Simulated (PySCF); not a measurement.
## NMR shielding calculation of C$_{5}$H$_{8}$N$_{2}$OSi

- system: C$_{5}$H$_{8}$N$_{2}$OSi
- method: GIAO PBE0/pcSseg-1 NMR shielding, non-relativistic, gas phase (PySCF 2.14.0)

The geometry comes from this level: GFN2-xTB. It belongs to a series of runs on one base structure; here: CH3 replaced by SiH3. Figures and captions count atoms from 1; the log counts them from 0 in places.

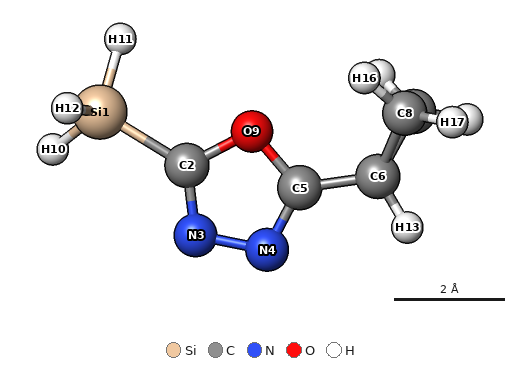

The structure as given in the input (ball-and-stick view, seen at a tilt; atoms are numbered from 1 in the order of the input). Bond lengths as drawn: C–C 1.46 to 1.51 Å, C–H 1.08 Å, C–N 1.29 to 1.30 Å, C–O 1.35 to 1.36 Å, C–Si 1.88 Å, H–Si 1.46 Å and N–N 1.35 Å.

Input
```
{"job": {"kind": "nmr", "xc": "PBE0", "basis": "pcSseg-1"}, "charge": 0, "multiplicity": 1}
Si     3.335042     0.591255    -0.415986
C      1.699958    -0.313828    -0.583170
N      1.472063    -1.443663    -1.169454
N      0.158917    -1.714850    -1.045754
C     -0.367572    -0.733632    -0.381528
C     -1.763932    -0.607568     0.007769
C     -2.099149    -0.031421     1.361655
C     -2.385068     0.759876     0.132558
O      0.556510     0.196733    -0.054841
H      4.383079    -0.413257    -0.287634
H      3.220403     1.426463     0.781674
H      3.516945     1.430143    -1.601341
H     -2.364562    -1.421335    -0.373086
H     -2.921717    -0.475774     1.899996
H     -1.277579     0.278660     1.989339
H     -1.760694     1.613648    -0.083459
H     -3.409642     0.870578    -0.186646
```

The first line tells a small driver script what to run in PySCF; the rest is the geometry in Å.

Run on 1 CPU thread, shared host.

Run as:
```bash
OMP_NUM_THREADS=1 python <driver script> task.json out
```

The program's output
```
coarse grid: 15224 points
cycle   1  E = -668.7743505890  dE =  1.687e+00  |g| = 5.287e-01  |ddm| = 3.896e+00
cycle   2  E = -668.7375145737  dE =  3.684e-02  |g| = 6.976e-01  |ddm| = 8.505e-01
cycle   3  E = -668.8312722851  dE = -9.376e-02  |g| = 1.095e-01  |ddm| = 4.961e-01
cycle   4  E = -668.8327966617  dE = -1.524e-03  |g| = 6.772e-02  |ddm| = 1.184e-01
cycle   5  E = -668.8337527402  dE = -9.561e-04  |g| = 1.569e-02  |ddm| = 5.996e-02
cycle   6  E = -668.8337934941  dE = -4.075e-05  |g| = 5.603e-03  |ddm| = 1.360e-02
cycle   7  E = -668.8338005011  dE = -7.007e-06  |g| = 6.708e-04  |ddm| = 4.891e-03
final grid: 144136 points
cycle   8  E = -668.8940380915  dE = -3.073e-05  |g| = 1.215e-02  |ddm| = 3.455e-02
cycle   9  E = -668.8939815725  dE =  5.652e-05  |g| = 2.106e-02  |ddm| = 2.117e-02
cycle  10  E = -668.8940653667  dE = -8.379e-05  |g| = 3.116e-03  |ddm| = 1.436e-02
cycle  11  E = -668.8940675920  dE = -2.225e-06  |g| = 4.961e-04  |ddm| = 2.669e-03
cycle  12  E = -668.8940676366  dE = -4.462e-08  |g| = 1.660e-04  |ddm| = 5.020e-04
cycle  13  E = -668.8940676420  dE = -5.432e-09  |g| = 4.578e-05  |ddm| = 1.507e-04
cycle  14  E = -668.8940676424  dE = -4.154e-10  |g| = 1.299e-05  |ddm| = 4.377e-05
```

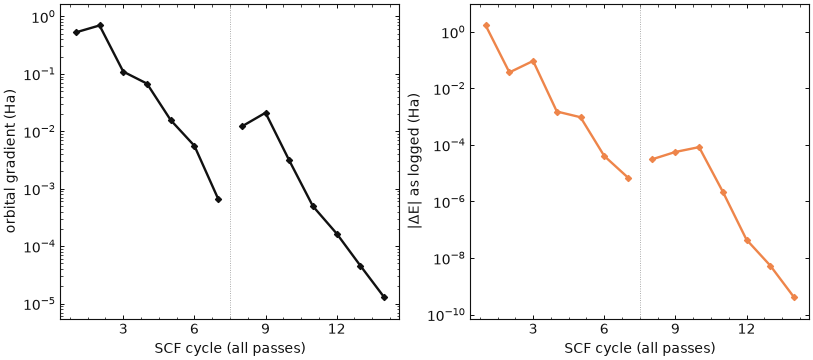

Convergence of the self-consistent field: orbital gradient and size of the energy change against the SCF cycle. The dotted line marks the change from a coarse to the final integration grid. The first 7 cycles use a coarse grid, the final grid takes over at cycle 8, and the field converges after 14 cycles in all.

```
converged SCF energy = -668.8940676424

GIAO shielding tensors (ppm)
atom      isotropic    diamagn.    paramagn.     s11        s22        s33       span
  0 Si     435.963     879.808    -443.846    418.526    436.728    452.634     34.108
  1 C       21.440     254.157    -232.717    -67.905     42.849     89.376    157.281
  2 N     -114.585     330.993    -445.578   -370.109   -133.123    159.475    529.583
  3 N      -76.533     330.500    -407.033   -289.923   -101.513    161.837    451.759
  4 C        9.354     253.171    -243.817    -77.266     24.985     80.344    157.609
  5 C      175.945     249.188     -73.242    140.721    162.704    224.410     83.689
  6 C      175.354     253.286     -77.933    144.160    174.745    207.155     62.995
  7 C      176.031     253.271     -77.240    146.182    174.858    207.053     60.870
  8 O        2.240     402.137    -399.897   -107.968    -72.025    186.714    294.682
  9 H       27.138      27.435      -0.297     23.499     25.705     32.210      8.711
 10 H       27.289      28.805      -1.517     23.374     26.862     31.631      8.256
 11 H       27.175      27.849      -0.674     24.164     25.064     32.296      8.132
 12 H       29.108      30.501      -1.393     21.432     27.147     38.743     17.310
 13 H       30.585      29.776       0.809     24.779     26.190     40.786     16.007
 14 H       30.731      31.937      -1.206     24.351     29.065     38.777     14.426
 15 H       30.587      31.939      -1.352     24.131     28.864     38.766     14.635
 16 H       30.566      29.688       0.878     24.720     26.197     40.781     16.060
```

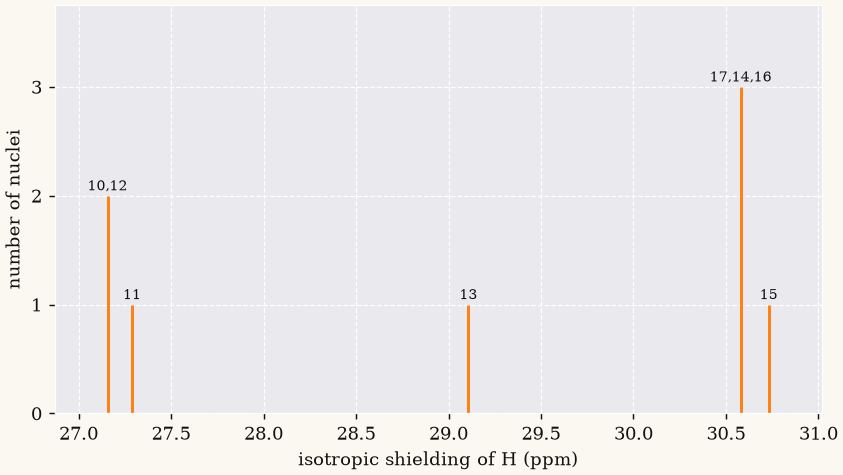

Isotropic shieldings of the hydrogen nuclei in this fixed geometry, labelled by atom number; shielding grows to the right, so chemical shift grows to the left. The least shielded is H10 (27.1 ppm), the most shielded H15 (30.7 ppm).

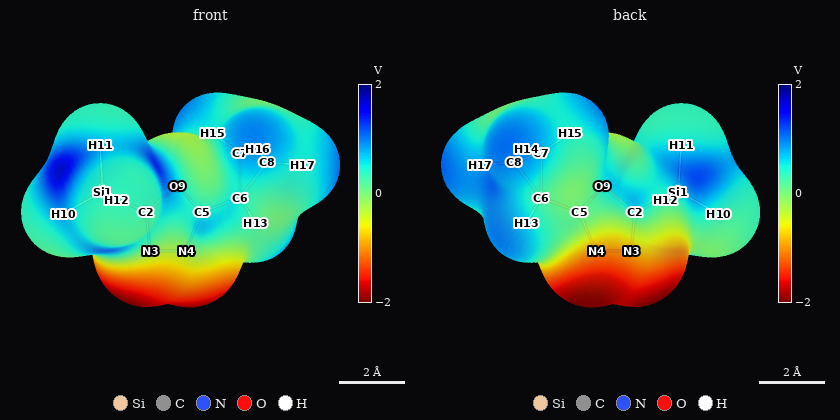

The electrostatic potential painted on the density surface at 0.002 e/bohr³, seen at a tilt and from behind; red is negative and blue positive. A positive charge is drawn to the negative regions and a negative charge to the positive ones. Its dipole moment is 3.72 D.

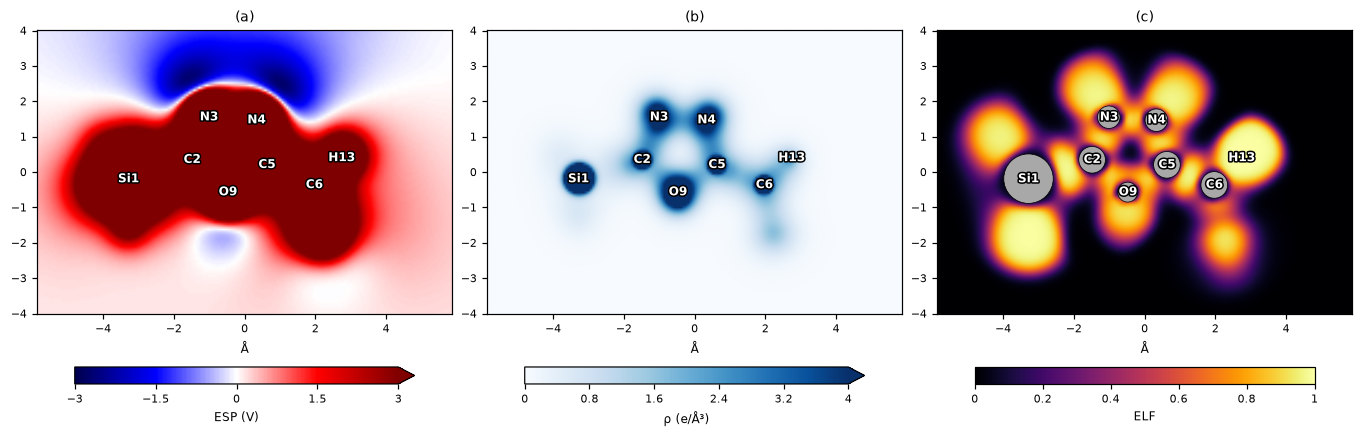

(a) molecular electrostatic potential; (b) electron density; (c) electron localisation function on the plane of atoms N3, N4 and C5. Grey discs, where drawn, cover atomic cores. The section cuts through Si, C, N, O and H sites. C–N (1.29 Å): ρ is about 2.7 e/Å³ halfway; the ELF peaks at about 0.90 between the atoms (a multiple bond by its length, whose ELF region spreads away from the axis). N–N (1.35 Å): ρ at the midpoint is about 2.5 e/Å³; the ELF peaks at about 0.90 between the atoms, as expected for localised, shared-pair bonding. C–C (1.46 Å): ρ at the midpoint is about 1.9 e/Å³; the ELF peaks at about 0.95 between the atoms, which marks a covalent bond.

Key numbers

| quantity | value |
| --- | --- |
| outcome | converged |
| total energy | −668.894068 hartree |
| HOMO | −7.46 eV |
| LUMO | −0.73 eV |
| dipole moment | 3.72 D |
| isotropic shielding, Si | 436.0 ppm |
| isotropic shielding, C | 9.4 to 176.0 ppm |
| isotropic shielding, N | −114.6 to −76.5 ppm |
| isotropic shielding, O | 2.2 ppm |
| isotropic shielding, H | 27.1 to 30.7 ppm |
| wall time | 34 s |
| peak memory | 0.88 GiB |
